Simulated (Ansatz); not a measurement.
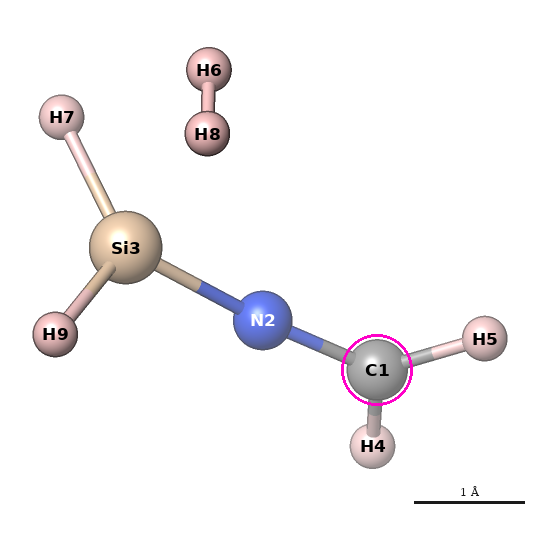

Orthographic view. Distant atoms are faded towards the background colour. The species has charge +1 and is a spin singlet. Computed geometry: PBE0-D4/def2-TZVP optimisation. No frequency run is at hand to confirm it as a minimum.

> Which atoms are bonded to the circled atom?

The circled atom is C1; it is bonded to N2, H4, H5.

> Which atom is nearest the viewer?

H8, 2.0 Å in front of the mean position.

> Of Si3 and H9, which is nearer the viewer?

H9; the bond to Si3 points away from the viewer, so it looks shorter than its 1.47 Å.

> What is the shortest path along bonds from the circled atom to H9?

C1–N2–Si3–H9, 3 bonds; through space the two are 3.76 Å apart.
